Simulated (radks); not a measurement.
**Mg²⁺ with its nuclear charge varied continuously**

What is the energy between the elements? 10 electrons are held in [Ne] while Z is changed in small steps.

Method: Dirac Kohn-Sham, PBE, spin-unpolarised, spherical densities, point nucleus. Code: radks (a radial shooting solver on a logarithmic mesh, Libxc functionals) version 1.

### 1 The atom as given

- element: magnesium (Z = 12)
- charge: +2
- electrons: 10
- configuration: [Ne]

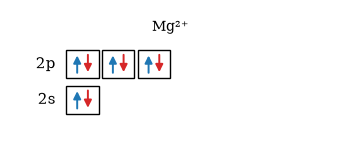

Outer shells as boxes.

### 2 Z = 12

The run's settings:

```text
Z 12
configuration [Ne]
relativity Dirac
functional pbe,pbe
spin unpolarised
j_filling average
nucleus point
c 137.035999084
```

### 3 Z = 11.5

Settings, as their differences from step 2:

```diff
@@ -1,2 +1,2 @@
-Z 12
+Z 11.5
 configuration [Ne]
```

### 4 Z = 11.75

Settings, as their differences from step 3:

```diff
@@ -1,2 +1,2 @@
-Z 11.5
+Z 11.75
 configuration [Ne]
```

### 5 Z = 12.25

Settings, as their differences from step 4:

```diff
@@ -1,2 +1,2 @@
-Z 11.75
+Z 12.25
 configuration [Ne]
```

### 6 Z = 12.5

Settings, as their differences from step 5:

```diff
@@ -1,2 +1,2 @@
-Z 12.25
+Z 12.5
 configuration [Ne]
```

### 7 Z = 12.75

Settings, as their differences from step 6:

```diff
@@ -1,2 +1,2 @@
-Z 12.5
+Z 12.75
 configuration [Ne]
```

### 8 Z = 13

Settings, as their differences from step 7:

```diff
@@ -1,2 +1,2 @@
-Z 12.75
+Z 13
 configuration [Ne]
```

Before running it: what results should come out? Wanted: for each run, Z; E; E(electron-nucleus)/Z; highest level; its energy; <r>.

As calculated:

| Z | E (hartree) | E(electron-nucleus)/Z (hartree) | highest level | its energy (eV) | <r> (bohr) |
| --- | --- | --- | --- | --- | --- |
| 11.5 | -180.31035 | -37.2376 | 2p3/2 | -50.555 | 0.7387 |
| 11.75 | -189.74629 | -38.2499 | 2p3/2 | -58.357 | 0.7105 |
| 12 | -199.43527 | -39.2620 | 2p3/2 | -66.603 | 0.6845 |
| 12.25 | -209.37728 | -40.2740 | 2p3/2 | -75.290 | 0.6605 |
| 12.5 | -219.57229 | -41.2861 | 2p3/2 | -84.416 | 0.6382 |
| 12.75 | -230.02034 | -42.2983 | 2p3/2 | -93.980 | 0.6175 |
| 13 | -240.72144 | -43.3106 | 2p3/2 | -103.98 | 0.5981 |

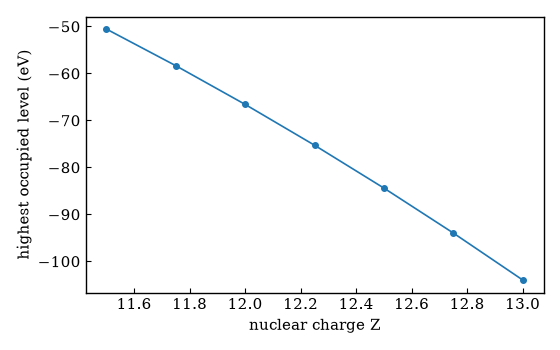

The highest occupied level against the nuclear charge.

**Reading.** At Z = 12 the central difference of E is -39.262 hartree, against -39.262 from the Hellmann-Feynman theorem. The top level goes from -50.555 eV at Z = 11.5 to -103.98 eV at Z = 13.
